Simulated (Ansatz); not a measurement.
Take CdTe in the zinc blende structure (space group F-43m, No. 216; a = 6.489 Å) as the base. Axes: x, y, z lie along the cube axes.

The change: tensor shear ε_xy = +0.86 % (engineering shear γ = 0.0172); the atoms relax in the strained cell.

The values are results of Kohn–Sham DFT with the PBEsol functional, run in Ansatz (a program for electronic structure) with PAW and 420 eV plane waves, spin-orbit coupling left out, not measurements.

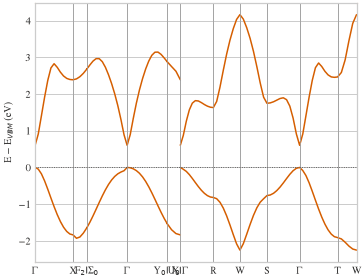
Fig. 1. Highest valence and lowest conduction band along the path of the changed cell's own zone

Q: From the figure, how large is the changed gap, and is it direct?

A: About 0.6 eV, direct at Γ.

Spin-orbit coupling, missing from the scalar runs, can matter with Te. Whether these cells are dynamically stable was not tested. k-point labels follow each cell's own Brillouin zone.
